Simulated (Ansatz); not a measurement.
# One shape, several levels: BH2ClO (SMILES OBCl)

Wanted: a comparison of 5 runs (UPBE0/STO-3G, revPBE/STO-3G, UMP2/STO-3G, CCSDT/STO-3G, CCSDTQ/STO-3G) of BH2ClO. 

The results are computed with Ansatz 0.2.0.

65 further runs of the same task are left out: 4 that didn't finish, 61 set aside as unsound or not needed.

## Step 1: The molecule

BH2ClO has 5 atoms, charge 0, and is taken as a singlet. As SMILES, `OBCl`. The Cl3–B2 distance was set to 3.532 Å, away from the relaxed value. At this shape a bond of the SMILES string is far longer than usual.

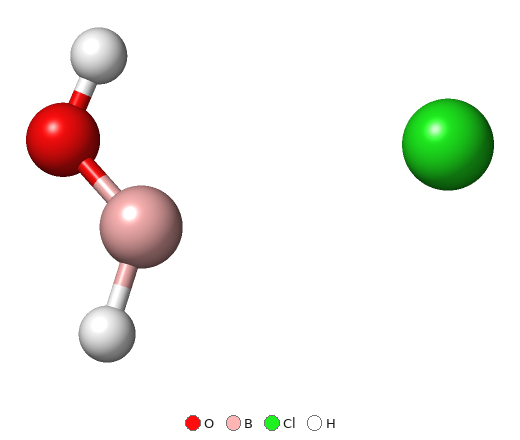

Viewed from a chosen angle; oxygen red, boron pink, chlorine green, hydrogen white.

## Step 2: The energy at UPBE0/STO-3G (run 1)

The input, molecule.yaml:

```yaml
crystal:
  periodic: [false, false, false]
  atoms:
    - {symbol: O, position_ang: [-1.272906, -2.251824, 0.530308]}
    - {symbol: B, position_ang: [-0.030606, -1.770424, 0.671108]}
    - {symbol: Cl, position_ang: [0.788600, 1.496000, -0.395300]}
    - {symbol: H, position_ang: [-1.887306, -1.632024, 0.123508]}
    - {symbol: H, position_ang: [0.813694, -2.448324, 1.161808]}
basis:
  gaussian: {orbitals: STO-3G}
accuracy: high
magnetization: {spin_polarized: true, initial_magnetization: 0}
hamiltonian: {xc: pbe0}
```

Command:

```sh
$ ansatz run molecule.yaml --threads 1 --pin off --max-ram 2610MiB --events-out events.jsonl --progress --plain --runs-dir runs
```

What it wrote:

```text
Warning: RAYON_NUM_THREADS=1 ignored (pool sized by the plan → 1); use --threads N
Functional definition: PBE0
  name "PBE0"
  parameter a = 0.25
  parameter kappa = 0.804
  parameter beta = 0.06672455060314922
  exchange = (1 - a)*pbe_x(kappa = kappa, mu = beta*pi^2/3) + a*exact_x
  correlation = pbe_c(beta = beta)
337 factors; integrals over basis functions are off by at most 3.1e-8 eV
mean field evaluation 1: about -15091.5705 eV, gradient 9.7e0 eV
mean field evaluation 2: about -14980.2650 eV, gradient 3.2e1 eV
mean field evaluation 4: about -15093.0322 eV, gradient 7.0e0 eV
mean field evaluation 8: about -15093.0052 eV, gradient 7.0e0 eV
mean field evaluation 16: about -15095.5043 eV, gradient 1.4e0 eV
mean field evaluation 32: about -15092.9585 eV, gradient 7.1e0 eV
mean field -15095.61430689 eV, -554.7535936035 hartree, gradient 1.4e-8 eV, S^2 0.641346; 6 other end points of the search recorded, 0 dependent functions left out
reference -15095.61430840 eV, -554.7535936587 hartree; 16, 16 occupied and 5, 5 virtual orbitals, 337 factors
Total energy: -15095.61430840 eV, -554.7535936587 hartree
```

Run time: 3.6 s. Hardware: 1 thread of Arm Neoverse V1, shared host; peak memory 0.13 GiB.

## Step 3: The energy at revPBE/STO-3G (run 2)

The input, job.yaml:

```yaml
basis:
  gaussian:
    orbitals: STO-3G
crystal:
  periodic: [false, false, false]
  atoms:
    - {symbol: O, position_ang: [-1.272906, -2.251824, 0.530308]}
    - {symbol: B, position_ang: [-0.030606, -1.770424, 0.671108]}
    - {symbol: Cl, position_ang: [0.788600, 1.496000, -0.395300]}
    - {symbol: H, position_ang: [-1.887306, -1.632024, 0.123508]}
    - {symbol: H, position_ang: [0.813694, -2.448324, 1.161808]}
hamiltonian:
  xc: {name: revPBE}
accuracy: high
```

Command:

```sh
$ ansatz run job.yaml --threads 1 --pin off --max-ram 2610MiB --events-out events.jsonl --progress --plain --runs-dir runs
```

What it wrote:

```text
Warning: RAYON_NUM_THREADS=1 ignored (pool sized by the plan → 1); use --threads N
Functional definition: revPBE
  name "revPBE"
  parameter kappa = 1.245
  parameter beta = 0.06672455060314922
  exchange = pbe_x(kappa = kappa, mu = beta*pi^2/3)
  correlation = pbe_c(beta = beta)
337 factors; integrals over basis functions are off by at most 3.1e-8 eV
mean field evaluation 1: about -15095.3936 eV, gradient 1.2e1 eV
mean field evaluation 2: about -14821.7271 eV, gradient 6.0e1 eV
mean field evaluation 4: about -15098.4558 eV, gradient 1.3e1 eV
mean field evaluation 8: about -15098.4068 eV, gradient 1.3e1 eV
mean field evaluation 16: about -15099.3750 eV, gradient 6.9e-8 eV
mean field -15099.37502958 eV, -554.8917976131 hartree, gradient 4.4e-9 eV, S^2 0.000000; 0 other end points of the search recorded, 0 dependent functions left out
reference -15099.37503206 eV, -554.8917977042 hartree; 16, 16 occupied and 5, 5 virtual orbitals, 337 factors
Total energy: -15099.37503206 eV, -554.8917977042 hartree
```

It took 1.4 s on 1 thread of Arm Neoverse V1, shared host; peak memory 0.094 GiB.

Runs 3 to 4 aren't shown in full; the table further down has their settings and results.

## Step 4: The energy at CCSDTQ/STO-3G (run 5)

The input, in.yaml:

```yaml
crystal:
  periodic: [false, false, false]
  atoms:
    - {symbol: O, position_ang: [-1.272906, -2.251824, 0.530308]}
    - {symbol: B, position_ang: [-0.030606, -1.770424, 0.671108]}
    - {symbol: Cl, position_ang: [0.788600, 1.496000, -0.395300]}
    - {symbol: H, position_ang: [-1.887306, -1.632024, 0.123508]}
    - {symbol: H, position_ang: [0.813694, -2.448324, 1.161808]}
basis:
  gaussian:
    orbitals: STO-3G
correlation:
  method: ccsdtq
  frozen_orbitals: {B: 1, Cl: 5, H: 0, O: 1}
accuracy: high
scf:
  omitted_lower_state_checks: [cluster_reference, increment]
```

Command:

```sh
$ ansatz run in.yaml --threads 1 --pin off --max-ram 2610MiB --events-out events.jsonl --progress --plain --runs-dir runs
```

What it wrote:

```text
Warning: RAYON_NUM_THREADS=1 ignored (pool sized by the plan → 1); use --threads N
[... 11 lines left out ...]
7 core orbitals not correlated: weight in the atoms' cores, before any rotation towards them, 1.000 or more for the frozen orbitals, at most 0.000 for the correlated occupied ones
[... 101 lines left out ...]
WARN: these amplitudes may be one of several solutions (largest doubles amplitude 0.87, level shift 8.49 eV)
Total energy: -15074.28326515 eV, -553.9696922780 hartree
Checks for a lower state left out: cluster_reference, increment
```

Run time: 29 s. Hardware: 1 thread of Arm Neoverse V1, shared host; peak memory 0.15 GiB.

## Step 5: Overview of the runs

```
run          level  frozen core orbitals  energy (Eh)  wall time
  1   UPBE0/STO-3G                     –  -554.753594      3.6 s
  2  revPBE/STO-3G                     –  -554.891798      1.4 s
  3    UMP2/STO-3G                     7  -553.942574      0.4 s
  4   CCSDT/STO-3G                     7  -553.969573     0.54 s
  5  CCSDTQ/STO-3G                     7  -553.969692       29 s
```

## Step 6: Outcome

```
                                          quantity          value
                               run 5: total energy  -553.96969 Eh
run 5: correlation energy (7 core orbitals frozen)     -191.8 mEh
                              run 5: T1 diagnostic          0.114
```

In words: Totals of different functionals can't be ranked against each other. In runs 4, 5 the log says that unrestricted orbitals would lower the reference, so the values rest on an unstable closed-shell determinant (other closed-shell runs at this shape may share the fault). In runs 1, 2, 3, 4, 5 the basis is minimal, so the values are rough. Spin contamination of the reference: run 3 ⟨S²⟩ = 0.98, run 1 ⟨S²⟩ = 0.64. Where it is this large, the reference is a mixture of spin states, and values that rest on it are in doubt. All runs together took 35 s, the longest 29 s.
